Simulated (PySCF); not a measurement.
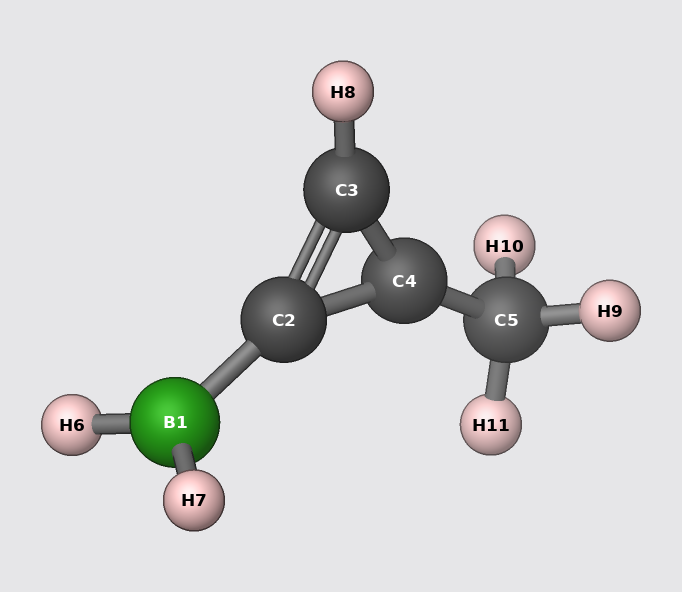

The species has charge +1 and is a spin singlet. The computed structure is the end point of a GFN2-xTB optimisation. No frequency run is at hand to confirm it as a minimum. Method: B3LYP/pcJ-1 indirect spin-spin coupling, non-relativistic, gas phase (PySCF 2.14.0). Isotopes: 11B, 13C, 1H.

Give the spin–spin coupling constants of these pairs, with the number of bonds between them: B1/H6, B1/H7, B1/C2, B1/C3.

```tsv
pair	bonds apart	J (Hz)
B1, H6	1	156.8
B1, H7	1	156.8
B1, C2	1	79.6
B1, C3	2	−0.7
```

The geometry is semi-empirical. Around B such bond lengths and angles can be off by a tenth of an ångström or more and by several degrees, and values that hang on the shape move with them.
